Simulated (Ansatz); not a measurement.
# SnOs (built on the sites of a database entry of ZrRu): relaxing the cell for a phonon run

Aim: bring SnOs (built on the sites of a database entry of ZrRu) to small forces and stress, as phonons need.

Calculated with Ansatz 0.2.0; DFT PBE, scalar-relativistic, plane waves, norm-conserving pseudopotentials.

The structure was built from a prototype and need not be the compound's stable phase.

### Step 1. Starting point

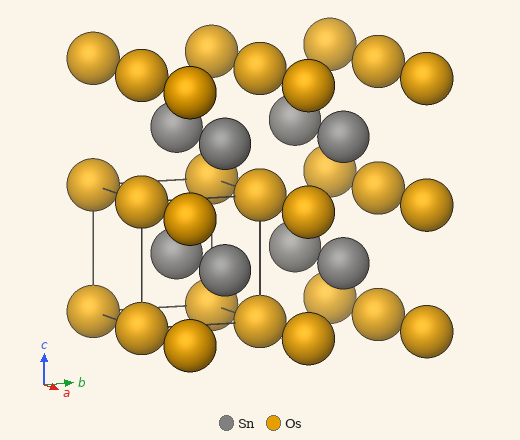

Start, viewed slightly off an axis; tin grey, osmium orange. 2×2×2 cells are drawn. Some periodic images of atoms are drawn too.

Coordinates:

```cif
data_structure
_symmetry_space_group_name_H-M 'P 1'
_symmetry_Int_Tables_number 1
_cell_length_a 2.9229
_cell_length_b 2.9229
_cell_length_c 2.9229
_cell_angle_alpha 90.000
_cell_angle_beta 90.000
_cell_angle_gamma 90.000
_cell_volume 24.97
loop_
_atom_site_label
_atom_site_type_symbol
_atom_site_fract_x
_atom_site_fract_y
_atom_site_fract_z
_atom_site_occupancy
Sn1 Sn 0.50000 0.50000 0.50000 1
Os2 Os 0.00000 0.00000 0.00000 1
```

### Step 2. A coarse first look

A quick single point on a coarse mesh tells whether the cell has a gap and how far it is from rest, which sets the k mesh and smearing that follow.

Contents of input.yaml:

```yaml
crystal:
  lattice:
    - [2.92291, 0.0, 0.0]
    - [0.0, 2.92291, 0.0]
    - [0.0, 0.0, 2.92291]
  atoms:
    - { symbol: Sn, position: [0.5, 0.5, 0.5] }
    - { symbol: Os, position: [0.0, 0.0, 0.0] }
kpoints:
  mp_grid: { grid: [6, 6, 6] }
hamiltonian:
  xc: pbe
  pseudopotentials: { kind: nc }
scf:
  occupations: { method: gaussian, width: 0.1 }
output:
  forces: true
  stress: true
  eigenvalues: true
```

The run is started by

```bash
> ansatz run input.yaml --threads 4 --pin off --max-ram 7168MiB --backend cpu --events-out ev --progress --plain --runs-dir out
```

Numbers of over 12 decimals in the logs are rounded to 6 here.

Log:

```text
Engine: ansatz 0.2.0, aarch64-unknown-linux-gnu
Pseudopotentials: kind: nc
Pseudopotential: Sn, nc, valence charge 14, recommended cutoff 979.609905 eV (normal), Sn.nc.azcp
Pseudopotential: Os, nc, valence charge 16, recommended cutoff 1006.821291 eV (normal), Os.nc.azcp
Functional definition: PBE
  parameter kappa = 0.804
  parameter beta = 0.066725
  exchange = pbe_x(kappa = kappa, mu = beta*pi^2/3)
[...]
--- Band table (eV; the first three rows and the last of 20) ---
  k-point 0: bands = [... 11 lower, 23.0989, 28.1742, 28.1742, 28.1742, 31.8404, 31.8404, 31.8404, 40.7085]
  k-point 1: bands = [... 11 lower, 23.1079, 26.7632, 26.7632, 28.1025, 30.0744, 33.8763, 33.8763, 39.5540]
  k-point 2: bands = [... 11 lower, 23.1263, 25.1879, 25.1879, 27.9599, 29.3914, 37.3761, 37.3761, 37.4936]
  k-point 19: bands = [... 11 lower, 20.3809, 26.4247, 30.1483, 30.1483, 32.3644, 32.3644, 32.3644, 35.3051]
[key lines of the parts left out:]
SCF converged after 9 iterations
Free energy (F): -4955.249552 eV
Fermi energy:    29.837254 eV
P = ⅓ Tr σ = 139.0969 GPa (1390.969 kbar)
```

Elapsed: 0.88 s, on 4 threads of Arm Neoverse V2, shared host; peak memory 0.3 GiB.

This step gave:

```
pressure          : 139.1 GPa
volume per atom   : 12.49 Å³
gap on the k-mesh : 0 eV
```

The coarse mesh shows no gap and a pressure of 139.1 GPa.

### Step 3. Coarse relaxation

A rough relaxation comes first, because large forces or stress need no tight tolerances yet.

Edit input.yaml of step 2 so:

```diff
@@ -19 +19,6 @@
   eigenvalues: true
+relax:
+  adjacent_minimum: "off"
+  f_tol: 0.05
+  max_steps: 80
+  cell: { stress_tol: 0.5 }
```

Log:

```text
[...]
Crystal: 2 atoms, lattice volume = 24.972 Å³
Basis set: ecut = 1006.821291 eV, 1839 PW (Γ), exchange–correlation on 64×64×64 points (8 copies of the dense FFT grid, shifted against one another)
Bands: 19, of which v1, the nominal top of the filled ones, is band 15 counted from 1 (14 counted from 0)
Symmetry: 48 space group operations
[...]
k-points: 20 of 216
[...]
--- Relaxed structure (7 steps of the walk, 7 accepted, 2 SCFs on fresh bases) ---
  F+E_penalty+E_count = -4958.29827642 eV   max|allowed force component| = 8.474e-29 eV/Å   (the final SCF, on the basis selected at the relaxed cell)
  cell:  # Å, volume = 34.5227 Å³
    - [3.256130, 0, 0]
    - [0, 3.256130, 0]
    - [0, 0, 3.256130]
  atoms:
    - { symbol: Sn, position: [0.5, 0.5, 0.5] }
    - { symbol: Os, position: [0, 0, 0] }
[key lines of the parts left out:]
SCF converged after 5 iterations
Free energy (F): -4958.298276 eV
Fermi energy:    20.207408 eV
P = ⅓ Tr σ = 0.0606 GPa (0.606 kbar)
```

The job ended after 7.4 s (4 threads; peak memory 0.35 GiB).

Step by step:

```
step  energy less that of the first step (eV)  largest force component (eV/Å)  pressure (GPa)  volume (Å³)
   1                                   0.0000                          0.0000          139.10        24.97
   2                                  -2.2136                          0.0000           55.25        28.80
   3                                  -2.8967                          0.0000           15.74        32.03
   4                                  -2.9803                          0.0000            2.63        33.53
   5                                  -2.9830                          0.0000           -0.05        33.87
  6*                                  -3.0408                          0.0000            3.93        33.87
   7                                  -3.0483                          0.0000            0.81        34.39
   8                                  -3.0487                          0.0000            0.07        34.52
  9*                                  -3.0487                          0.0000            0.06        34.52
```

Relaxation steps marked * repeat the geometry before them on a plane-wave basis chosen anew for their cell, so energy and pressure can jump there.

Forces are held to the 48 operations that the run works with; a distortion that breaks them can't arise in this run.

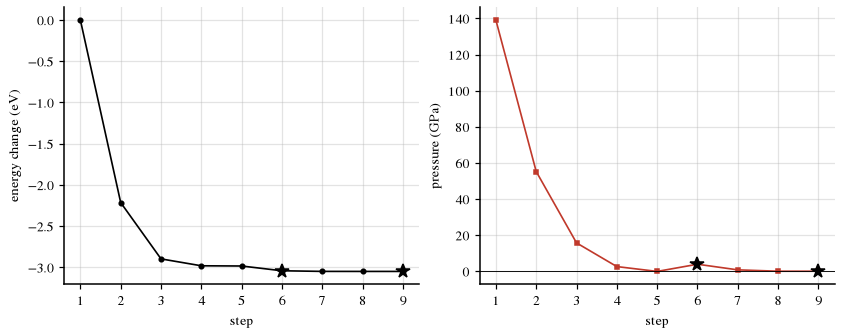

Energy and pressure along the relaxation. Stars mark steps on a basis chosen anew.

```
conventional cell, symmetrised  before  after   change
                         a (Å)   2.923  3.256  +11.4 %
                         b (Å)   2.923  3.256  +11.4 %
                         c (Å)   2.923  3.256  +11.4 %
              volume (Å³/atom)   12.49  17.26  +38.2 %
```

Final coordinates:

```
Sn Os
1.0
     3.25613    0.00000    0.00000
     0.00000    3.25613    0.00000
     0.00000    0.00000    3.25613
Sn Os
1 1
Direct
  0.50000 0.50000 0.50000
  0.00000 0.00000 0.00000
```

This step gave:

```yaml
pressure: 0.06056 GPa
volume_per_atom: 17.26 Å³
```

In this step the volume went from 12.49 to 17.26 Å³/atom.

### Step 4. Bringing the structure to rest

The cell and atoms are relaxed, since residual forces and stress would shift the frequencies.

Contents of input.yaml:

```yaml
crystal:
  lattice:
    - [3.2561303855, 0.0, 0.0]
    - [0.0, 3.2561303855, 0.0]
    - [0.0, 0.0, 3.2561303855]
  atoms:
    - { symbol: Sn, position: [0.5, 0.5, 0.5] }
    - { symbol: Os, position: [0.0, 0.0, 0.0] }
kpoints:
  mp_grid: { grid: [12, 12, 12] }
hamiltonian:
  xc: pbe
  pseudopotentials: { kind: nc }
scf:
  occupations: { method: gaussian, width: 0.1 }
output:
  forces: true
  stress: true
  eigenvalues: true
  write_density: true
  write_potential: true
  elf: true
  volumetric_format: npy
relax:
  adjacent_minimum: "off"
  f_tol: 0.005
  max_steps: 80
  cell: { stress_tol: 0.05 }
```

Log:

```text
[...]
Crystal: 2 atoms, lattice volume = 34.523 Å³
Basis set: ecut = 1006.821291 eV, 2517 PW (Γ), exchange–correlation on 72×72×72 points (8 copies of the dense FFT grid, shifted against one another)
Bands: 19, of which v1, the nominal top of the filled ones, is band 15 counted from 1 (14 counted from 0)
[... 1 set-up line as in the run before ...]
[...]
k-points: 84 of 1728
[...]
SCF iter   1: F=—  HF=-4958.368156 eV  |F-HF|=—  |Δ(HF+E_count)|=         —  Δρ=3.89e-2  dr2=2.98e-1  ethr=3.10e-3  ⟨swp⟩=7.8  Hψ=9643  notcnv=0
[...]
SCF iter   7: F=-4958.272102 eV  HF=-4958.272102 eV  |F-HF|=4.12e-10  |Δ(HF+E_count)|=   2.59e-7  Δρ=1.38e-5  dr2=2.18e-8  ethr=3.33e-10  ⟨swp⟩=21.1  Hψ=20350  notcnv=0
SCF 1 converged in 7 iterations: F = -4958.272102 eV  dr2 = 2.18e-8
  Residual-converged pass: ⟨swp⟩=1.3  Hψ=1967  notcnv=0  max |occ|·‖R‖ = 7.1e-9 eV (tolerance 1.0e-8 eV)  dr2=2.18e-8  max |Δocc| = 2.0e-13
relax step   1: F+E_penalty+E_count = -4958.27210229 eV  Δ(F+E_penalty+E_count) = +0.000e0 eV  max|allowed force component| = 5.897e-28 eV/Å  Δτ_max = 0.0000 Å  P = -0.368 GPa  Ω = 34.523 Å³  (7 SCF iters, dr2 threshold 1.00e-7 eV, accepted)
Crystal: 2 atoms, lattice volume = 34.294 Å³
[...]
SCF iter   4: F=-4958.271723 eV  HF=-4958.271723 eV  |F-HF|=1.98e-8  |Δ(HF+E_count)|=   4.11e-7  Δρ=2.65e-5  dr2=1.29e-7  ethr=6.67e-10  ⟨swp⟩=16.6  Hψ=18458  notcnv=0
SCF 2 converged in 4 iterations: F = -4958.271723 eV  dr2 = 1.29e-7
[...]
relax step   2: F+E_penalty+E_count = -4958.27172326 eV  Δ(F+E_penalty+E_count) = +3.790e-4 eV  max|allowed force component| = 6.699e-29 eV/Å  Δτ_max = 0.0000 Å  P = +0.936 GPa  Ω = 34.294 Å³  energy of the carried Pulay correction = +1.998e-5 eV  (4 SCF iters, dr2 threshold 2.00e-7 eV, rejected (line search))
Crystal: 2 atoms, lattice volume = 34.458 Å³
[...]
SCF iter   7: F=-4958.272183 eV  HF=-4958.272183 eV  |F-HF|=1.82e-12  |Δ(HF+E_count)|=  9.09e-13  Δρ=6.88e-8  dr2=6.04e-13  ethr=1.00e-12  ⟨swp⟩=13.4  Hψ=12284  notcnv=0
SCF 3 converged in 7 iterations: F = -4958.272183 eV  dr2 = 6.04e-13
relax step   3: F+E_penalty+E_count = -4958.27218303 eV  Δ(F+E_penalty+E_count) = -8.074e-5 eV  max|allowed force component| = 3.349e-29 eV/Å  Δτ_max = 0.0000 Å  P = -0.003 GPa  Ω = 34.458 Å³  energy of the carried Pulay correction = +5.650e-6 eV  (7 SCF iters, accepted)
[...]
SCF iter   1: F=—  HF=-4958.272179 eV  |F-HF|=—  |Δ(HF+E_count)|=         —  Δρ=1.24e-6  dr2=4.11e-11  ethr=3.38e-8  ⟨swp⟩=8.6  Hψ=19254  notcnv=0
eigensolver tolerance schedule: the retry pair's looser diagonalisation over-reported the residual by 246540.26 of it (diagonalisation noise at an unbounded share of the residual, at the tolerance the schedule requests for it); recorded, not acted on — ethr = c·dr2/N_el stays at c = 1.0e-1
[...]
SCF iter   2: F=-4958.272178 eV  HF=-4958.272178 eV  |F-HF|=2.36e-11  |Δ(HF+E_count)|=   7.03e-7  Δρ=6.42e-7  dr2=1.62e-11  ethr=1.00e-12  ⟨swp⟩=14.0  Hψ=19254  notcnv=0
SCF 4 converged in 2 iterations: F = -4958.272178 eV  dr2 = 1.62e-11
relax step   4: F+E_penalty+E_count = -4958.27217789 eV  Δ(F+E_penalty+E_count) = +5.141e-6 eV  max|allowed force component| = 1.682e-28 eV/Å  Δτ_max = 0.0000 Å  P = -0.004 GPa  Ω = 34.458 Å³  stress off target by 3.55e-3 GPa  SCF on the basis re-selected at this cell (its energy is not comparable with the rows above)  (2 SCF iters)
basis re-selected at this cell: Δ(F+E_penalty+E_count) = +5.141e-6 eV, ΔP = -0.000 GPa vs the last step (what re-selecting the basis moved, of the pressure what is left beyond the Pulay correction that the steps carried, after the strain that the cell walked since its last selection, with what the two solves' SCF thresholds leave and, on support functions, any second-order correction that the steps lacked; it is no m [...]
SCF converged after 2 iterations
Free energy (F): -4958.272178 eV
[...]
Internal energy: -4958.270270 eV  (E = F + TS)
E sigma→0 (E₀):  -4958.271224 eV
Entropy (-TS):   -0.001908 eV (-0.954 meV/atom)
Fermi energy:    19.858847 eV
[...]
--- Stress (GPa, compression-positive) ---
       -0.003554      -0.000000       0.000000
       -0.000000      -0.003554       0.000000
        0.000000       0.000000      -0.003554
  P = ⅓ Tr σ = -0.0036 GPa (-0.036 kbar)
--- Band table (eV; the first three rows and the last of 84) ---
  k-point 0: bands = [... 11 lower, 16.0924, 19.2785, 19.2785, 19.2785, 22.1979, 22.1979, 22.1979, 26.6280]
  k-point 1: bands = [... 11 lower, 16.1101, 19.0019, 19.0019, 19.2761, 21.5514, 22.5998, 22.5998, 27.2098]
  k-point 2: bands = [... 11 lower, 16.1594, 18.4437, 18.4437, 19.2695, 20.4900, 23.5366, 23.5366, 27.9944]
  k-point 83: bands = [... 11 lower, 14.0794, 16.3541, 20.5327, 20.5327, 22.5027, 22.5027, 22.5027, 23.9427]
--- Relaxed structure (3 steps of the walk, 2 accepted, 1 SCFs on fresh bases) ---
[...]
cell:  # Å, volume = 34.4580 Å³
    - [3.254094, 0, 0.0]
    - [0, 3.254094, 0.0]
    - [0, 0.0, 3.254094]
  atoms:
    - { symbol: Sn, position: [0.5, 0.5, 0.5] }
    - { symbol: Os, position: [0.0, 0, 0] }
```

Wall time 15 s (4 threads); peak memory 0.44 GiB.

Little changed from the start: no atom moved by 0.005 Å and no cell edge by 0.1 %.

Numbers from this step:

```yaml
pressure: -0.003554 GPa
volume_per_atom: 17.23 Å³
```

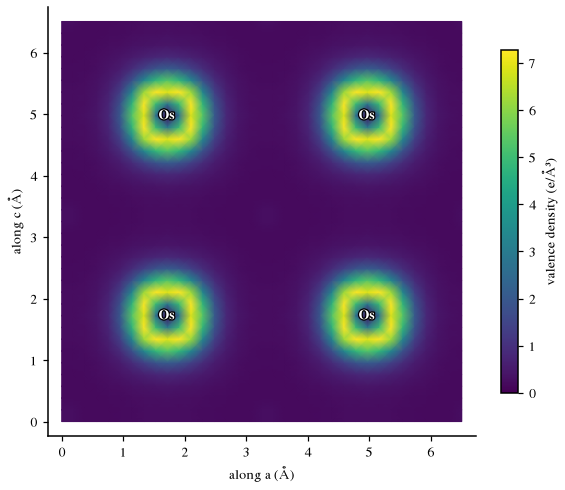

Valence density in the ac plane at fractional y = 0.000, with atoms of Os within 0.2 Å of it. It is the smooth field of the valence electrons, not physical close to the nuclei. The map starts off the cell's origin, so that atoms lie inside it.

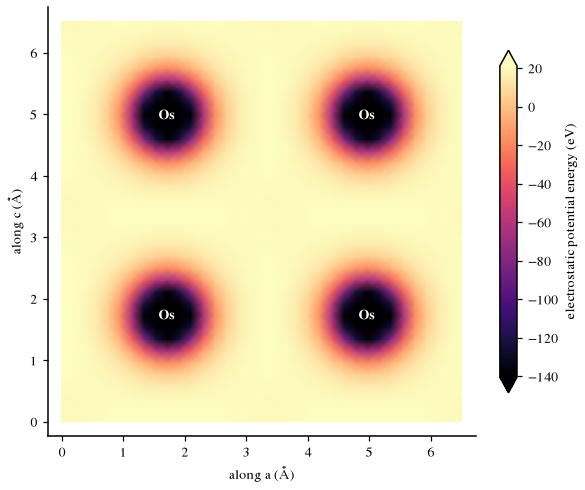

Electrostatic potential energy in the ac plane at fractional y = 0.000, with atoms of Os within 0.2 Å of it. With pseudopotentials it is smooth inside the atoms' cores, unlike the true potential. The map starts off the cell's origin, so that atoms lie inside it.

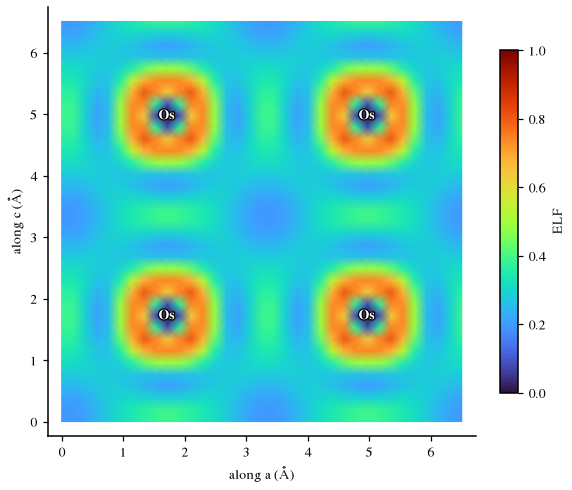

ELF in the ac plane at fractional y = 0.000, with atoms of Os within 0.2 Å of it. It is the smooth field of the valence electrons, not physical close to the nuclei. The map starts off the cell's origin, so that atoms lie inside it.

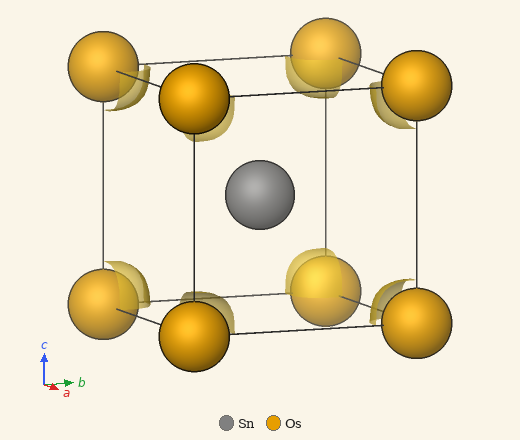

Surface of ELF = 0.72.

In this step the volume went from 17.26 to 17.23 Å³/atom.

### Step 5. Relaxing to small forces for the phonons

Phonons need a cell at rest on their own settings, so the relaxation is repeated with tight tolerances on forces and stress on the k mesh and occupations of the first response run.

Contents of input.yaml:

```yaml
crystal:
  lattice:
    - [3.2540939977, 0.0, 0.0]
    - [0.0, 3.2540939977, 0.0]
    - [0.0, 0.0, 3.2540939977]
  atoms:
    - { symbol: Sn, position: [0.5, 0.5, 0.5] }
    - { symbol: Os, position: [0.0, 0.0, 0.0] }
kpoints:
  mp_grid: { grid: [12, 12, 12] }
hamiltonian:
  xc: pbe
  pseudopotentials: { kind: nc }
scf:
  occupations: { method: methfessel_paxton, width: 0.15 }
output:
  forces: true
  stress: true
  eigenvalues: true
relax:
  adjacent_minimum: "off"
  f_tol: 0.001
  max_steps: 60
  cell: { stress_tol: 0.01 }
```

Log:

```text
[...]
Crystal: 2 atoms, lattice volume = 34.458 Å³
Basis set: ecut = 1006.821291 eV, 2517 PW (Γ), exchange–correlation on 72×72×72 points (8 copies of the dense FFT grid, shifted against one another)
Bands: 19, of which v1, the nominal top of the filled ones, is band 15 counted from 1 (14 counted from 0)
[... 1 set-up line as in the run before ...]
[...]
k-points: 84 of 1728
[...]
k-point 83: bands = [... 11 lower, 14.0825, 16.3581, 20.5382, 20.5382, 22.5075, 22.5075, 22.5075, 23.9485]
--- Relaxed structure (3 steps of the walk, 2 accepted, 1 SCFs on fresh bases) ---
[...]
cell:  # Å, volume = 34.4518 Å³
    - [3.253900, 0.0, 0.0]
    - [0.0, 3.253900, 0.0]
    - [0.0, 0.0, 3.253900]
  atoms:
    - { symbol: Sn, position: [0.5, 0.5, 0.5] }
    - { symbol: Os, position: [0, 0, 0.0] }
[key lines of the parts left out:]
SCF converged after 5 iterations
Free energy (F): -4958.270971 eV
Fermi energy:    19.856115 eV
P = ⅓ Tr σ = -0.0000 GPa (-0.000 kbar)
```

Wall time 13 s (4 threads); peak memory 0.44 GiB.

Little changed from the start: no atom moved by 0.005 Å and no cell edge by 0.1 %.

Numbers from this step:

* pressure: -5.33e-6 GPa

The forces vanish by symmetry and the pressure is 0.000 GPa, within the tolerances set. The cell now holds 17.23 Å³/atom.

### Step 6. Summary of results

```
space group after relaxation (within 0.01 Å) : Pm-3m
lattice constant a                           : 3.254 Å
lattice constant b                           : 3.254 Å
lattice constant c                           : 3.254 Å
volume per atom                              : 17.2 Å³
```

In words: The forces vanish by symmetry and the pressure is 0.000 GPa, within the tolerances set. The cell now holds 17.23 Å³/atom. The relaxation keeps the symmetry of its start, so it says nothing on stability against lower symmetry. Spin-orbit coupling is left out, which can matter for the heavy elements here. The starting cell was built on a prototype and not taken from a measurement, so the phase need not exist.

[Logs are printed without paths, hosts, clocks, repeated set-up lines and the standing remarks that a program may print on its own settings, such as how far it seeks lower states.]

[Hosts, paths, dates, database ids (printed as entryN), source tags and the programs' standing remarks are cut or masked in the printed files.]
